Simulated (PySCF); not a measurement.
# C2H9BN2, SMILES `CCB(N)N`: electronic structure

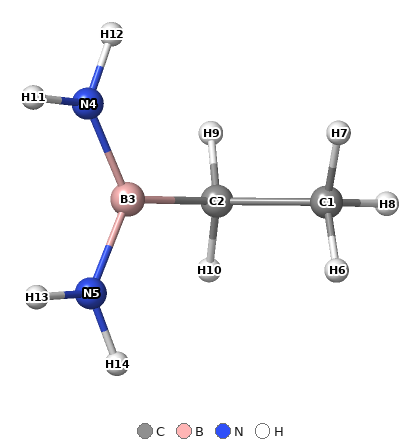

The molecule, with its atoms numbered as below. No frequency check shows the geometry to be a minimum.

Cartesian coordinates (Å):

```
C1      -1.9426   -0.0032   -0.4799
C2      -0.9364    0.0431    0.6749
B3       0.5746    0.0012    0.1471
N4       1.2640    1.1960   -0.1124
N5       1.2047   -1.2316   -0.0847
H6      -1.8106   -0.9124   -1.0630
H7      -1.7978    0.8462   -1.1442
H8      -2.9676    0.0214   -0.1112
H9      -1.1230    0.9497    1.2546
H10     -1.1402   -0.7991    1.3397
H11      2.2024    1.2323   -0.4693
H12      0.8608    2.1031    0.0314
H13      2.1397   -1.3229   -0.4407
H14      0.7569   -2.1142    0.0779
```

Part 1: Bonding charge

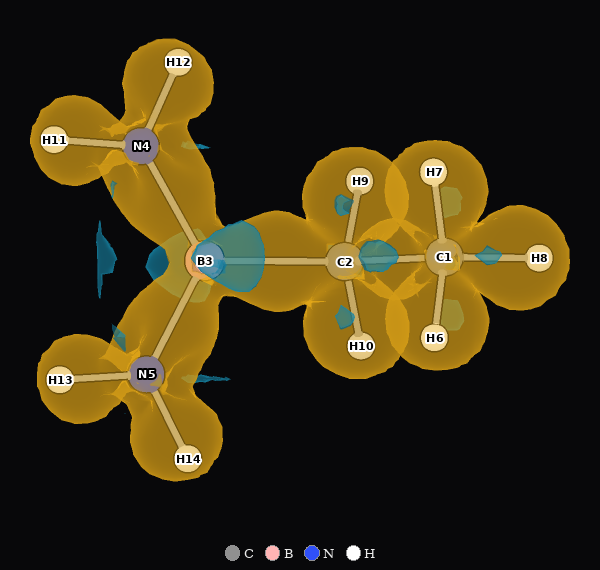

Deformation density (molecule less spherical, spin-averaged free atoms at the same positions), surfaces at ±0.1 e/Å³; yellow: gain, teal: loss.

Computed with PySCF, PBE0/def2-SVP, geometry: GFN2-xTB.

Question: Describe the bonding that the map shows.

Answer: The five largest and four smallest: N5–H14: +0.81 e/Å³ at the bond critical point (bond length 1.00 Å, Mayer order 1.0). N4–H12: +0.81 e/Å³ at the bond critical point (bond length 1.00 Å, Mayer order 1.0). N5–H13: +0.81 e/Å³ at the bond critical point (bond length 1.00 Å, Mayer order 1.0). N4–H11: +0.81 e/Å³ at the bond critical point (bond length 1.00 Å, Mayer order 1.0). C1–H7: +0.67 e/Å³ at the bond critical point (bond length 1.09 Å, Mayer order 1.0). C2–B3: +0.40 e/Å³ at the bond critical point (bond length 1.60 Å, Mayer order 1.0). C1–C2: +0.40 e/Å³ at the bond critical point (bond length 1.53 Å, Mayer order 1.1). B3–N4: +0.36 e/Å³ at the bond critical point (bond length 1.40 Å, Mayer order 1.4). B3–N5: +0.36 e/Å³ at the bond critical point (bond length 1.40 Å, Mayer order 1.4). In all, 3.0 electrons gather in the regions of gain relative to the promolecule.

Question: Where do the Hirshfeld charges lie?

Answer: The highest Hirshfeld charge is on B3 (+0.15 e), the lowest on N4 (−0.26 e).

| atom | charge (e) |
| --- | --- |
| C1 | −0.12 |
| C2 | −0.14 |
| B3 | +0.15 |
| N4 | −0.26 |
| N5 | −0.26 |
| H6 | +0.03 |
| H7 | +0.03 |
| H8 | +0.03 |
| H9 | +0.03 |
| H10 | +0.03 |
| H11 | +0.12 |
| H12 | +0.12 |
| H13 | +0.12 |
| H14 | +0.12 |

Part 2: Bond critical points

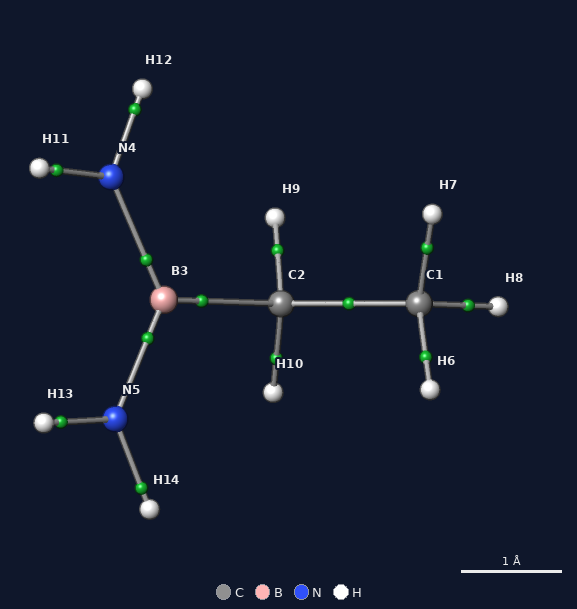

Molecular graph of the electron density (QTAIM): bond paths, bond critical points (green), ring points (magenta, if any); weak paths are dashed.

Question: How many critical points of each kind are there, and does the count close?

Answer: 14 nuclei, 13 bond, 0 ring and 0 cage critical points: 14 − 13 + 0 − 0 = 1, as the Poincaré–Hopf relation requires.

Question: Tabulate density, Laplacian, ellipticity and energy density at the bond critical points (atomic units).

Answer:
```tsv
bond	length (Å)	ρ (a.u.)	∇²ρ (a.u.)	ε	H (a.u.)
N5–H14	1.003	0.338	−1.58	0.05	−0.448
N4–H12	1.003	0.338	−1.58	0.05	−0.448
N5–H13	1.005	0.337	−1.56	0.04	−0.444
N4–H11	1.005	0.337	−1.56	0.04	−0.444
C1–H7	1.088	0.276	−1.00	0.00	−0.297
C1–H6	1.088	0.276	−1.00	0.00	−0.297
C1–H8	1.090	0.275	−0.99	0.00	−0.295
C2–H9 (2 alike)	1.092	0.271	−0.94	0.03	−0.286
C1–C2	1.532	0.236	−0.52	0.02	−0.186
B3–N4	1.404	0.202	+0.74	0.01	−0.166
B3–N5	1.404	0.202	+0.74	0.01	−0.166
C2–B3	1.601	0.174	−0.17	0.11	−0.186
```

Question: What kind of interaction is N4–H11?

Answer: Shared-shell (covalent): ρ = 0.337, ∇²ρ = −1.56, H = −0.444 a.u.

Part 3: Electrostatic potential

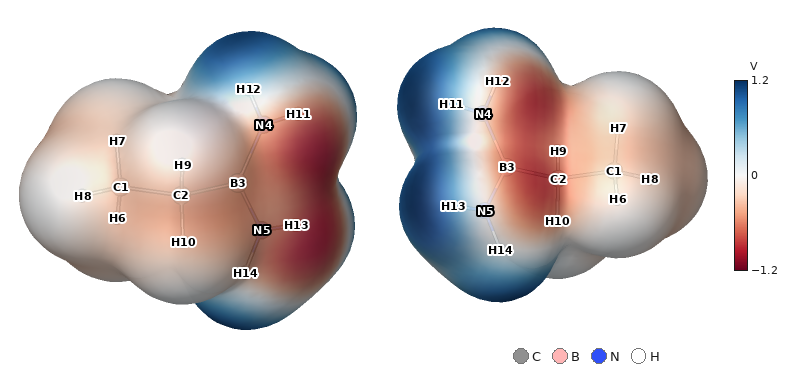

Electrostatic potential on the surface of electron density 0.001 a.u. (back view left, front view right).

Question: Where are the extremes of the potential on the surface?

Answer: Highest: 1.20 V, 1.3 Å from H13, and at like points elsewhere. Further maxima include 0.09 V, 1.4 Å from H6. Lowest: −0.97 V, over N5, off the plane of its three bonds (2.0 Å), and at like points elsewhere. The surface is sampled at points, so like sites can differ by a few per cent and only the strongest of them is named.

Question: What volume does the surface enclose, and what is the dipole moment?

Answer: About 116 Å³; the dipole moment is 1.4 D.

Part 4: Removing or adding an electron

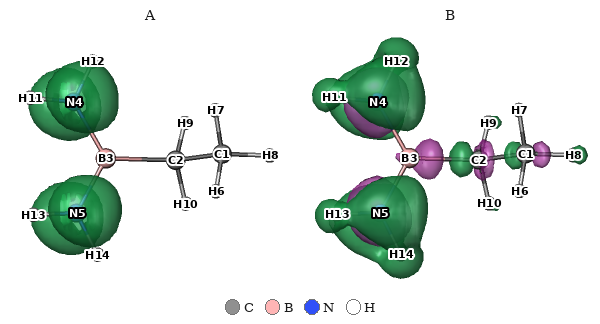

The Fukui function f⁻ from two separate SCF calculations and the density of the HOMO, at ±0.03 e/Å³ (green positive, purple negative).

Method: PBE0/def2-SVPD; geometry: GFN2-xTB; program: PySCF.

Question: Which panel is which, and how good is the frozen-orbital picture?

Answer: B is f⁻ (it has negative regions), A the HOMO density. The HOMO lies on N4 and N5 (38 % each) and B3 (8 %); f⁻ (Hirshfeld-condensed) is largest on N5 (0.23) and N4 (0.23); the vertical ionisation energy is 9.02 eV (the stability of the cation's solution wasn't checked). Relaxation shifts 31 % of the electron between atoms. The orbital energy is −6.85 eV.

Part 5: Localised orbitals

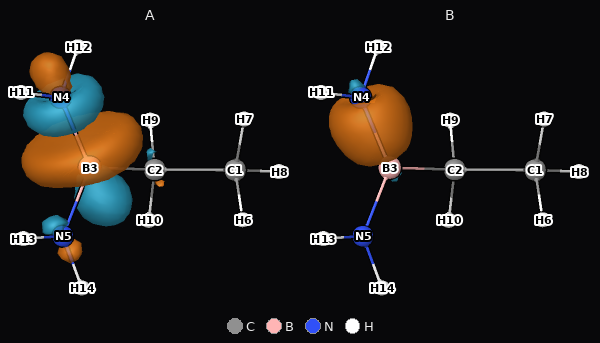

Intrinsic bond orbitals (IBO), occupied and valence-virtual; each surface holds about 70 % of the orbital's density. Energies are diagonal elements of the Fock matrix.

PySCF calculation, LDA (SVWN)/6-31+G*, gas phase; geometry: GFN2-xTB.

Question: Identify each orbital.

Answer: By panel:
- A: σ* orbital B3–N4, mostly on B3 (B3 66 %, N4 33 %; 12.6 eV)
- B: σ bond N4–B3 (N4 67 %, B3 32 %; −14.4 eV)
